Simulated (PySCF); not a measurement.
# OH− (hydroxide): wB97X/aug-cc-pVTZ

Aim: the energy change on altering one bond length of OH− (hydroxide) at wB97X/aug-cc-pVTZ, from 2 runs. Input form: a Python script.

Program for the calculation: PySCF 2.14.0.

2 further runs of the same task are left out: 2 set aside as unsound or not needed.

### Step 1. Starting point

The species is OH− (2 atoms), meant as a singlet with charge -1. As SMILES, `[OH-]`. The coordinates come from a PBE0-D4/def2-TZVPD relaxation.

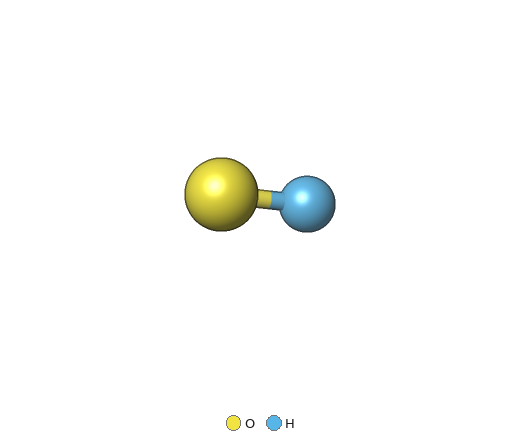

The structure, seen from a chosen angle (oxygen yellow, hydrogen blue).

### Step 2. The energy at wB97X/aug-cc-pVTZ

Input file calc.py:

```python
from pyscf import gto, dft

mol = gto.M(
    atom='''
O      0.411800    -0.131800     0.212500
H     -0.411800     0.131800    -0.212500
''',
    basis='aug-cc-pvtz',
    charge=-1,
    max_memory=1860,
    verbose=3,
)

mf = dft.RKS(mol, xc='wb97x')
mf.grids.level = 5
mf.conv_tol = 1e-10
mf.kernel()
if not mf.converged:
    mf = mf.newton().run(mf.mo_coeff, mf.mo_occ)

e_final = mf.e_tot
print('E(%s) = %.9f' % ('WB97X', e_final))
```

On the command line:

```bash
$ OMP_NUM_THREADS=1 python calc.py
```

The log of the run:

```text
converged SCF energy = -75.8083023722675
E(WB97X) = -75.808302372
```

Wall time 9.6 s (1 thread of Intel Xeon at 2.70GHz, shared host); peak memory 0.31 GiB.

### Step 3. The distorted shape

Input file run.py:

```python
from pyscf import gto, dft

mol = gto.M(
    atom='O 0.823580 -0.263594 0.424990; H -0.411800 0.131800 -0.212500',
    basis='aug-cc-pvtz',
    max_memory=1860,
    verbose=3,
    spin=0,
    charge=-1,
)

mf = dft.RKS(mol)
mf.xc = 'wb97x'
mf.conv_tol = 1e-10
mf.grids.level = 5
mf.kernel()
if not mf.converged:
    mf = mf.newton().run(mf.mo_coeff, mf.mo_occ)

e_tot = mf.e_tot
print('Final energy', e_tot)
```

On the command line:

```bash
$ OMP_NUM_THREADS=1 python run.py
```

The log of the run:

```text
converged SCF energy = -75.7239031168062
Final energy -75.72390311680621
```

Run time: 7.8 s. Hardware: 1 thread of Intel Xeon at 2.70GHz, shared host; peak memory 0.31 GiB.

### Step 4. What came out

At wB97X/aug-cc-pVTZ:

| quantity | value |
| --- | --- |
| first shape: total energy | -75.80830 Eh |
| first shape: HOMO energy | -1.78 eV |
| first shape: LUMO energy | 5.05 eV |
| first shape: HOMO–LUMO gap (to an unbound level, set by the basis) | 6.83 eV |
| distorted shape: total energy | -75.72390 Eh |
| distorted shape: HOMO energy | -2.13 eV |
| distorted shape: LUMO energy | 5.04 eV |
| distorted shape: HOMO–LUMO gap (to an unbound level, set by the basis) | 7.17 eV |
| energy change with the O1–H2 bond stretched from 0.964 to 1.445 Å | 2.297 eV |

**Reading.** With the O1–H2 bond stretched from 0.964 to 1.445 Å the energy rises by 2.30 eV (222 kJ/mol). The first shape isn't relaxed at this level, so the change isn't measured from a minimum.
